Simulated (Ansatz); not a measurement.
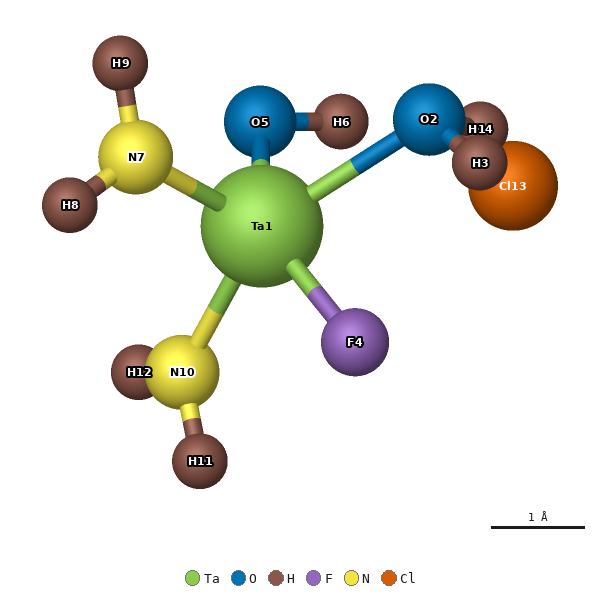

**Figure 1.** The structure as given in the input (ball-and-stick view, seen at a tilt; atoms are numbered from 1 in the order of the input). Sticks mark near contacts. Bond lengths as drawn: F–Ta 1.93 Å, H–N 1.02 to 1.03 Å, H–O 0.98 to 1.09 Å, N–Ta 1.97 to 1.98 Å and O–Ta 1.88 to 2.20 Å.

**TaN2H7ClO2F: frequency calculation**

System: TaN2H7ClO2F.
Method: RKS PBE/def2-SVP (Ansatz 0.2.0).

It belongs to a series of runs on one base structure; here: vibrations at the highest image of the band. Figures and captions count atoms from 1; the log counts them from 0 in places.

Log:
```
Engine: ansatz 0.2.0, x86_64-unknown-linux-gnu
Functional definition: PBE
  parameter kappa = 0.804
  parameter beta = 0.06672455060314922
  exchange = pbe_x(kappa = kappa, mu = beta*pi^2/3)
  correlation = pbe_c(beta = beta)
1683 factors; their error is unknown
mean field evaluation 1: about -23934.2877 eV, gradient 1.2e2 eV
mean field evaluation 2: about -23708.1008 eV, gradient 3.2e2 eV
mean field evaluation 4: about -23957.8909 eV, gradient 3.8e1 eV
mean field evaluation 8: about -23960.4593 eV, gradient 1.1e0 eV
mean field evaluation 16: about -23960.3832 eV, gradient 1.5e-2 eV
mean field -23960.38322858 eV, -880.5278427192 hartree, gradient 2.9e-5 eV, S^2 0.000000; 0 other end points of the search recorded, 0 dependent functions left out
the calculation of the forces begins
reference -23960.38329745 eV, -880.5278452501 hartree; 38, 38 occupied and 117, 117 virtual orbitals, 1683 factors
these checks for a lower state are left out or cut short: stability, starts, cluster_reference, orbital_swaps, neighbouring_geometries, increment
1683 factors; their error is unknown
mean field -23960.38307445 eV, -880.5278370550 hartree, gradient 2.0e-6 eV, S^2 0.000000; 0 other end points of the search recorded, 0 dependent functions left out
[... from here on the field's lines of each further geometry are left out, up to the last ...]
the calculation of the forces begins
reference -23960.38330766 eV, -880.5278456253 hartree; 38, 38 occupied and 117, 117 virtual orbitals, 1683 factors
these checks for a lower state are left out or cut short: stability, starts, cluster_reference, orbital_swaps, neighbouring_geometries, increment
1683 factors; their error is unknown
mean field -23960.38318396 eV, -880.5278410794 hartree, gradient 1.2e-6 eV, S^2 0.000000; 0 other end points of the search recorded, 0 dependent functions left out
the calculation of the forces begins
reference -23960.38325283 eV, -880.5278436104 hartree; 38, 38 occupied and 117, 117 virtual orbitals, 1683 factors
WARN: phonons: modes at or below zero, which the zero-point energy, F, S and C_V leave out: 1, the lowest at -72.60 cm⁻¹. A minimum has none, and a first-order saddle one
Total energy: -23960.38329745 eV, -880.5278452501 hartree
Atom 0 at    -0.229094    -0.148683     0.102522 Å, force    -0.014782    -0.013666    -0.012179 eV/Å
Atom 1 at     1.964568     0.034529     0.118007 Å, force     0.003581     0.001260    -0.016139 eV/Å
Atom 2 at     2.299984     0.225003     1.017908 Å, force    -0.000564    -0.008346     0.000421 eV/Å
Atom 3 at     0.166522    -0.084745     1.986722 Å, force     0.001945     0.001433    -0.009179 eV/Å
Atom 4 at     0.084416    -0.998304    -1.540379 Å, force     0.001927     0.036213     0.014331 eV/Å
Atom 5 at     0.742404    -1.783239    -1.495357 Å, force     0.002698    -0.030447     0.009050 eV/Å
Atom 6 at    -0.829631     1.661427    -0.379167 Å, force    -0.006611    -0.002429     0.015704 eV/Å
Atom 7 at    -1.614657     2.177621     0.029314 Å, force     0.001757     0.005376    -0.001808 eV/Å
Atom 8 at    -0.455191     2.156549    -1.197017 Å, force     0.001015    -0.000026    -0.006989 eV/Å
Atom 9 at    -1.882814    -1.114568     0.604500 Å, force     0.024974     0.022239    -0.007088 eV/Å
Atom 10 at    -2.151765    -1.285113     1.579771 Å, force    -0.018317    -0.012693     0.002913 eV/Å
Atom 11 at    -2.423616    -1.716437    -0.026589 Å, force    -0.002687    -0.008147     0.004689 eV/Å
Atom 12 at     1.980639    -2.734415    -0.268130 Å, force    -0.000219     0.001450    -0.004690 eV/Å
Atom 13 at     2.237834    -1.005526    -0.065309 Å, force     0.005284     0.007784     0.010964 eV/Å
Dipole moment:    -0.734208     0.924106     0.108615 e Å
Vibrations: -72.60 55.88 132.20 147.01 173.92 187.79 192.18 213.12 239.98 271.35 356.06 383.51 401.81 444.00 519.48 531.25 583.95 595.73 612.63 664.14 685.09 705.69 744.67 805.21 859.09 1003.91 1446.73 1449.90 1515.59 1947.37 2877.44 3459.61 3463.96 3561.15 3565.59 3686.88 cm⁻¹, zero-point energy 2.385695 eV
```

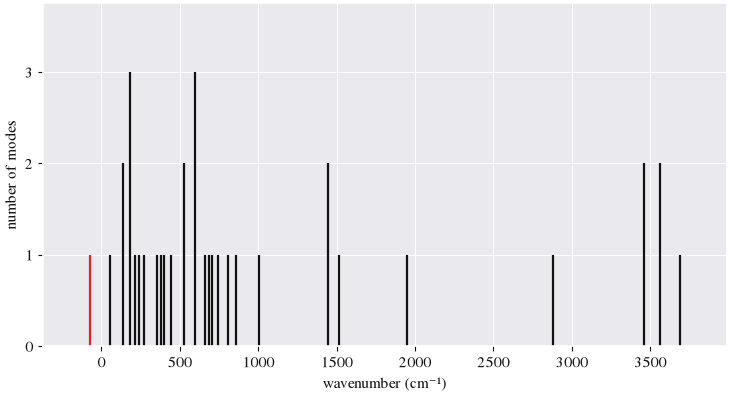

**Figure 2.** Harmonic vibrational wavenumbers from the force constants; neighbouring modes closer than 17 cm⁻¹ are counted in one stick, and imaginary ones are drawn at negative wavenumbers. 36 modes from 73i to 3687 cm⁻¹, 1 imaginary beyond 8i (73i cm⁻¹): not a clean minimum; so soft a mode can be a shallow saddle, an incomplete relaxation or noise of the force constants.

This output came from the following input.

Input file:
```yaml
crystal:
  periodic: [false, false, false]
  atoms:
    - { symbol: Ta, position_ang: [-0.229094, -0.148683, 0.102522] }
    - { symbol: O, position_ang: [1.964568, 0.034529, 0.118007] }
    - { symbol: H, position_ang: [2.299984, 0.225003, 1.017908] }
    - { symbol: F, position_ang: [0.166522, -0.084745, 1.986722] }
    - { symbol: O, position_ang: [0.084416, -0.998304, -1.540379] }
    - { symbol: H, position_ang: [0.742404, -1.783239, -1.495357] }
    - { symbol: "N", position_ang: [-0.829631, 1.661427, -0.379167] }
    - { symbol: H, position_ang: [-1.614657, 2.177621, 0.029314] }
    - { symbol: H, position_ang: [-0.455191, 2.156549, -1.197017] }
    - { symbol: "N", position_ang: [-1.882814, -1.114568, 0.6045] }
    - { symbol: H, position_ang: [-2.151765, -1.285113, 1.579771] }
    - { symbol: H, position_ang: [-2.423616, -1.716437, -0.026589] }
    - { symbol: Cl, position_ang: [1.980639, -2.734415, -0.26813] }
    - { symbol: H, position_ang: [2.237834, -1.005526, -0.065309] }
basis:
  gaussian: { orbitals: def2-SVP }
hamiltonian:
  xc: pbe
phonons: {}
```

Run as:
```bash
ansatz run input.yaml --threads 4 --pin off --max-ram 5120MiB --backend cpu --events-out ev --progress --plain --runs-dir out
```

Summary:

```csv
quantity,value
outcome,converged
total energy,−23960.3833 eV
mean-field energy,−23960.3833 eV
largest force (length of the vector),0.039 eV/Å
hardware,"4 threads of AMD EPYC (Zen 5), 32 GiB of memory available, shared host"
wall time,48 s (CPU time 2.9 min)
peak memory,0.25 GiB
```
